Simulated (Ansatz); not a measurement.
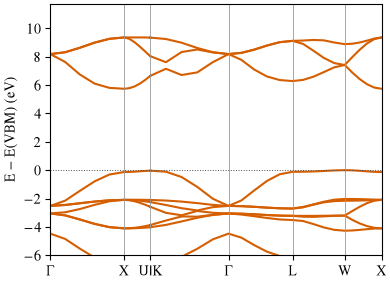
Figure: Band structure from HSE06 (plane waves, PAW; program Ansatz)

### Question
Read off the gap and where the band edges lie.

### Answer
About 5.7 eV (5.74 eV among the points solved); maximum at W, minimum at X.

The material is PbF$_{2}$ (fluorite, Fm-3m).

The cell was relaxed with HSE06 under the symmetry of its start. The hybrid was solved on a coarse mesh, the path and, where they were found, the r²SCAN edge points; its band edges are the extreme levels among these. Scalar-relativistic: spin–orbit coupling is off unless named, which matters more the heavier the elements.

Potentials: the later of the program's two PAW sets.
